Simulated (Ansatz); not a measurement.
# SiPH5O2 (SMILES O[SiH2]OP) at HSE06/6-31G(d) (spherical functions)

Aim: the vertical singlet–triplet gap of SiPH5O2 at HSE06/6-31G* (spherical functions), from 2 runs. 

The calculation is run with Ansatz 0.2.0.

84 further runs of the same task are left out: 84 set aside as unsound or not needed.

## (1) The system as given

SiPH5O2 has 9 atoms, charge 0, and is taken as a singlet. As SMILES, `O[SiH2]OP`. Geometry: relaxed at PBE0-D4/def2-TZVP. This is one conformer, not always the lowest.

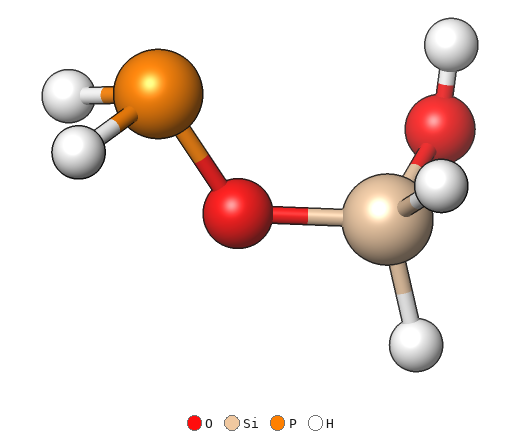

The structure, seen from a chosen angle (oxygen red, silicon light orange, phosphorus orange, hydrogen white).

## (2) A single-point energy at HSE06/6-31G(d) (spherical functions)

Input file molecule.yaml:

```yaml
crystal:
  periodic: [false, false, false]
  atoms:
    - {symbol: O, position_ang: [-0.307900, 1.144300, -1.642900]}
    - {symbol: Si, position_ang: [0.817700, 0.562000, -0.606400]}
    - {symbol: O, position_ang: [0.302400, -0.778100, 0.201800]}
    - {symbol: P, position_ang: [-0.942200, -0.834900, 1.277600]}
    - {symbol: H, position_ang: [-0.998700, 1.706900, -1.290600]}
    - {symbol: H, position_ang: [1.170600, 1.605300, 0.391300]}
    - {symbol: H, position_ang: [1.964500, 0.123500, -1.421100]}
    - {symbol: H, position_ang: [-0.305900, -1.590900, 2.302600]}
    - {symbol: H, position_ang: [-1.612000, -1.984300, 0.770600]}
basis:
  gaussian: {orbitals: 6-31G_st_-spherical.json}
hamiltonian: {xc: {name: HSE06}}
accuracy: high
output: {orbitals: {seedname: orbitals}}
```

The basis set 6-31G* is read from a file made from the Basis Set Exchange's data (not shown).

Started as:

```sh
$ ansatz run molecule.yaml --threads 1 --pin off --max-ram 3480MiB --events-out events.jsonl --progress --plain --runs-dir runs
```

The program printed:

```text
Warning: RAYON_NUM_THREADS=1 ignored (pool sized by the plan → 1); use --threads N
Functional definition: HSE06
  name "HSE06"
  parameter a = 0.25
  parameter omega = 0.11/bohr
  exchange = pbe_x - a*pbe_x_sr(omega) + a*exact_x_sr(omega)
  correlation = pbe_c
1669 factors; integrals over basis functions are off by at most 4.4e-9 eV
105 factors; integrals over basis functions are off by at most 1.5e-9 eV
mean field evaluation 1: about -21323.9719 eV, gradient 6.1e1 eV
mean field evaluation 2: about -21310.5802 eV, gradient 1.0e2 eV
mean field evaluation 4: about -21330.2238 eV, gradient 5.9e0 eV
mean field evaluation 8: about -21330.5596 eV, gradient 3.2e-1 eV
mean field evaluation 16: about -21330.5599 eV, gradient 2.1e-5 eV
mean field -21330.55993955 eV, -783.8836194055 hartree, gradient 2.7e-8 eV, S^2 0.000000; 0 other end points of the search recorded, 0 dependent functions left out
reference -21330.55994309 eV, -783.8836195359 hartree; 25, 25 occupied and 49, 49 virtual orbitals, 1669 factors
Total energy: -21330.55994309 eV, -783.8836195359 hartree
```

It took 3.3 s on 1 thread of AMD EPYC 9R45 (Zen 5), shared host; peak memory 0.27 GiB.

## (3) The triplet at the same level

Input file in.yaml:

```yaml
basis:
  gaussian: {orbitals: 6-31G_st_-spherical.json}
crystal:
  periodic: [false, false, false]
  atoms:
    - symbol: O
      position_ang: [-0.307900, 1.144300, -1.642900]
    - symbol: Si
      position_ang: [0.817700, 0.562000, -0.606400]
    - symbol: O
      position_ang: [0.302400, -0.778100, 0.201800]
    - symbol: P
      position_ang: [-0.942200, -0.834900, 1.277600]
    - symbol: H
      position_ang: [-0.998700, 1.706900, -1.290600]
    - symbol: H
      position_ang: [1.170600, 1.605300, 0.391300]
    - symbol: H
      position_ang: [1.964500, 0.123500, -1.421100]
    - symbol: H
      position_ang: [-0.305900, -1.590900, 2.302600]
    - symbol: H
      position_ang: [-1.612000, -1.984300, 0.770600]
total_charge: 0
magnetization: {spin_polarized: true, initial_magnetization: 2}
hamiltonian: {xc: hse06}
accuracy: high
output: {orbitals: {seedname: orbitals}}
```

The basis set 6-31G* is read from a file made from the Basis Set Exchange's data (not shown).

Started as:

```sh
$ ansatz run in.yaml --threads 1 --pin off --max-ram 3480MiB --events-out events.jsonl --progress --plain --runs-dir runs
```

The program printed, shortened:

```text
Warning: RAYON_NUM_THREADS=1 ignored (pool sized by the plan → 1); use --threads N
[... 6 set-up lines as earlier in the session ...]
1669 factors; integrals over basis functions are off by at most 4.4e-9 eV
105 factors; integrals over basis functions are off by at most 1.5e-9 eV
mean field evaluation 1: about -21318.5904 eV, gradient 4.5e1 eV
mean field evaluation 2: about -21287.8285 eV, gradient 9.2e1 eV
mean field evaluation 4: about -21325.8383 eV, gradient 3.9e0 eV
mean field evaluation 8: about -21325.9735 eV, gradient 2.8e-1 eV
mean field evaluation 16: about -21325.9739 eV, gradient 3.8e-4 eV
mean field evaluation 32: about -21325.1910 eV, gradient 4.3e0 eV
mean field -21325.97388003 eV, -783.7150848267 hartree, gradient 6.9e-8 eV, S^2 2.003857; 2 other end points of the search recorded, 0 dependent functions left out
reference -21325.97388382 eV, -783.7150849662 hartree; 26, 24 occupied and 48, 50 virtual orbitals, 1669 factors
Total energy: -21325.97388382 eV, -783.7150849662 hartree
```

It took 6 s on 1 thread of AMD EPYC 9R45 (Zen 5), shared host; peak memory 0.39 GiB.

## (4) Summary of results

Level: HSE06/6-31G* (spherical functions).

| quantity | value |
| --- | --- |
| singlet: total energy | -783.88362 Eh |
| singlet: HOMO energy | -6.79 eV |
| singlet: LUMO energy | -0.36 eV |
| singlet: HOMO–LUMO gap | 6.42 eV |
| triplet: total energy | -783.71508 Eh |
| triplet: HOMO energy (highest over α and β) | -2.43 eV |
| triplet: ⟨S²⟩ | 2.004 |
| vertical energy of the triplet above the singlet | 4.586 eV |

**Reading.** At this shape the triplet lies 4.59 eV (442 kJ/mol) above the singlet.
